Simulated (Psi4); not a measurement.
# GeTe (SMILES [Ge][Te]): MP3/def2-TZVP (core potential)

Aim: the vertical ionisation energy of GeTe at MP3/def2-TZVP (core potential), from 2 runs. The job is set up through a Python script.

The calculation is run with Psi4 1.11.

### Step 1. The system as given

GeTe has 2 atoms, charge 0, and is taken as a singlet. SMILES: `[Ge][Te]`. Geometry: the measured bond length.

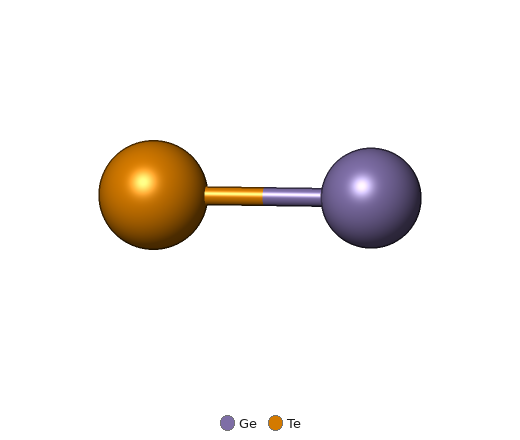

Viewed from a chosen angle; germanium purple, tellurium orange.

### Step 2. A single-point energy at MP3/def2-TZVP (core potential)

File gete.xyz:

```xyz
2
GeTe
Ge     0.000000     0.000000     0.000000
Te     0.000000     0.000000     2.340165
```

File gete.py:

```python
import psi4

psi4.set_memory(1600000000)
psi4.set_num_threads(1)
psi4.core.set_output_file('output.dat', False)

with open('gete.xyz') as f:
    atoms = ''.join(f.readlines()[2:])
molecule = psi4.geometry('0 1\n' + atoms + 'symmetry c1')

options = {'basis': 'def2-TZVP', 'puream': True, 'e_convergence': 1e-09, 'd_convergence': 1e-08, 'scf_type': 'pk', 'num_frozen_docc': 13, 'mp_type': 'conv'}
psi4.set_options(options)

e_tot = psi4.energy('mp3', molecule=molecule)
print('E =', round(e_tot, 9))
for k, v in sorted(psi4.core.scalar_variables().items()):
    print(f'{k:45s} {v:18.10f}')
```

Launch:

```sh
$ python gete.py
```

output.dat:

```text
[...]
    !!!  WARNING: ECP capability is in beta. Please check occupations closely.  !!!
[...]
  Running in c1 symmetry.
[...]
  Nuclear repulsion =  173.666428561473225
[...]
  Multiplicity = 1
[...]
  Nalpha       = 28
  Nbeta        = 28
[...]
    Number of basis functions: 98
[...]
   @RHF iter   1: -2340.71421444938869   -4.91297e+00   2.92997e-02 ADIIS/DIIS
[...]
   @RHF iter  15: -2342.40440182813472   -4.54747e-12   4.10863e-09 DIIS
[...]
    Orbital Energies [Eh]
    ---------------------
    Doubly Occupied:
       1A   -405.280234     2A    -52.187289     3A    -46.274013
       4A    -46.274013     5A    -46.272316     6A     -7.229170
       7A     -7.097926     8A     -5.202234     9A     -5.202234
      10A     -5.197163    11A     -5.064138    12A     -5.063821
      13A     -5.063821    14A     -1.921696    15A     -1.919322
      16A     -1.919322    17A     -1.918755    18A     -1.918755
      19A     -1.677668    20A     -1.677668    21A     -1.670674
      22A     -1.670674    23A     -1.669303    24A     -0.807094
      25A     -0.564466    26A     -0.347363    27A     -0.325527
      28A     -0.325527
[...]
  @RHF Final Energy: -2342.40440182813472
   => Energetics <=
    Nuclear Repulsion Energy =            173.6664285614732250
    One-Electron Energy =               -3708.6572873767372585
    Two-Electron Energy =                1192.5864569871291678
    Total Energy =                      -2342.4044018281347235
[...]
 Multipole Moments:
 ------------------------------------------------------------------------------------
     Multipole            Electronic (a.u.)      Nuclear  (a.u.)        Total (a.u.)
 ------------------------------------------------------------------------------------
 L = 1.  Multiply by 2.5417464519 to convert [e a0] to [Debye]
 Dipole X            :          0.0000004            0.0000000            0.0000004
 Dipole Y            :          0.0000000            0.0000000            0.0000000
 Dipole Z            :         50.9422643          -51.6995702           -0.7573059
 Magnitude           :                                                    0.7573059
[...]
	SCS-MP2 Total Energy (a.u.)        : -2343.01391172290914
	SOS-MP2 Total Energy (a.u.)        : -2342.97823831885989
[...]
	SOS-PI-MP2 Total Energy (a.u.)     : -2343.02237958737715
[...]
	MP2 Total Energy (a.u.)            : -2343.08525853100764
[...]
	SCS-MP3 Total Energy (a.u.)        : -2343.00311365868629
[...]
	MP3 Total Energy (a.u.)            : -2343.04206627411668
[...]
```

It took 9.6 s on 1 thread of Intel Xeon Platinum 8488C (Sapphire Rapids), shared host; peak memory 0.74 GiB.

### Step 3. The doublet cation, same level

gete.xyz is that of step 2.

File job.py:

```python
import psi4

psi4.set_memory('1600 MB')
psi4.set_num_threads(1)
psi4.set_output_file('psi4.out', False)

with open('gete.xyz') as f:
    atoms = ''.join(f.readlines()[2:])
mol = psi4.geometry('1 2\n' + atoms + 'symmetry c1\nno_reorient\nno_com')

options = {'reference': 'uhf', 'puream': True, 'e_convergence': 1e-09, 'd_convergence': 1e-08, 'scf_type': 'pk', 'num_frozen_docc': 13, 'maxiter': 100, 'mp_type': 'conv'}
psi4.set_options(options)

energy_value = psi4.energy('mp3/def2-TZVP', molecule=mol)
print('E =', round(energy_value, 9))
```

Launch:

```sh
$ python job.py
```

psi4.out:

```text
[...]
    !!!  WARNING: ECP capability is in beta. Please check occupations closely.  !!!
[...]
  Running in c1 symmetry.
[...]
  Nuclear repulsion =  173.666428561473225
[...]
  Multiplicity = 2
[...]
  Nalpha       = 28
  Nbeta        = 27
[...]
    Number of basis functions: 98
[...]
   @UHF iter   1: -2340.72336841714423   -4.69704e+00   2.78601e-02 DIIS/ADIIS
[...]
   @UHF iter  31: -2342.11161111907904   -2.09184e-11   6.91441e-09 DIIS
[...]
   @S^2 Observed:                7.719153927E-01
[...]
    Orbital Energies [Eh]
    ---------------------
    Alpha Occupied:
       1A   -405.520552     2A    -52.427189     3A    -46.514065
       4A    -46.513100     5A    -46.511794     6A     -7.469274
       7A     -7.359134     8A     -5.443247     9A     -5.439737
      10A     -5.435859    11A     -5.334346    12A     -5.320427
      13A     -5.319440    14A     -2.187730    15A     -2.184613
      16A     -2.182453    17A     -2.173804    18A     -2.172229
      19A     -1.917668    20A     -1.917381    21A     -1.911568
      22A     -1.908469    23A     -1.908467    24A     -1.084886
      25A     -0.803414    26A     -0.618008    27A     -0.575401
      28A     -0.572742
    Alpha Virtual:
[...]
  @UHF Final Energy: -2342.11161111907904
   => Energetics <=
    Nuclear Repulsion Energy =            173.6664285614732250
    One-Electron Energy =               -3694.8875723716682842
    Two-Electron Energy =                1179.1095326911161010
    Total Energy =                      -2342.1116111190785887
  UHF NO Occupations:
  HONO-2 :   26  A 1.9965448
  HONO-1 :   27  A 1.9934213
[...]
 Multipole Moments:
 ------------------------------------------------------------------------------------
     Multipole            Electronic (a.u.)      Nuclear  (a.u.)        Total (a.u.)
 ------------------------------------------------------------------------------------
 L = 1.  Multiply by 2.5417464519 to convert [e a0] to [Debye]
 Dipole X            :          0.0000009            0.0000000            0.0000009
 Dipole Y            :          0.0000001            0.0000000            0.0000001
 Dipole Z            :       -104.2488412          106.1345025            1.8856614
 Magnitude           :                                                    1.8856614
[...]
	SCS-MP2 Total Energy (a.u.)        : -2342.67618232282939
	SOS-MP2 Total Energy (a.u.)        : -2342.64308198199296
[...]
	SOS-PI-MP2 Total Energy (a.u.)     : -2342.68396435606292
[...]
	MP2 Total Energy (a.u.)            : -2342.74238300450179
[...]
	SCS-MP3 Total Energy (a.u.)        : -2342.66831534969970
[...]
	MP3 Total Energy (a.u.)            : -2342.71091511198301
[...]
```

Standard output:

```text
E = -2342.710915112
```

It took 18 s on 1 thread of Intel Xeon Platinum 8488C (Sapphire Rapids), shared host; peak memory 0.75 GiB.

### Step 4. What came out

At MP3/def2-TZVP (core potential), 13 core orbitals frozen:

| quantity | value |
| --- | --- |
| singlet GeTe: total energy | -2343.04207 Eh |
| singlet GeTe: HOMO energy (Hartree–Fock orbitals) | -8.86 eV |
| singlet GeTe: LUMO energy (Hartree–Fock orbitals) | 0.20 eV |
| singlet GeTe: HOMO–LUMO gap (Hartree–Fock orbitals) | 9.06 eV |
| singlet GeTe: correlation energy (13 core orbitals frozen) | -637.7 mEh |
| doublet cation: total energy | -2342.71092 Eh |
| doublet cation: HOMO energy (Hartree–Fock orbitals) (highest over α and β) | -14.96 eV |
| doublet cation: LUMO energy (Hartree–Fock orbitals) (lowest over α and β) | -7.37 eV |
| doublet cation: correlation energy (13 core orbitals frozen) | -599.3 mEh |
| doublet cation: ⟨S²⟩ of the reference determinant | 0.772 |
| vertical ionisation energy (to the doublet cation) | 9.011 eV |

What this shows: Removing an electron at fixed nuclei costs 9.01 eV (869 kJ/mol).
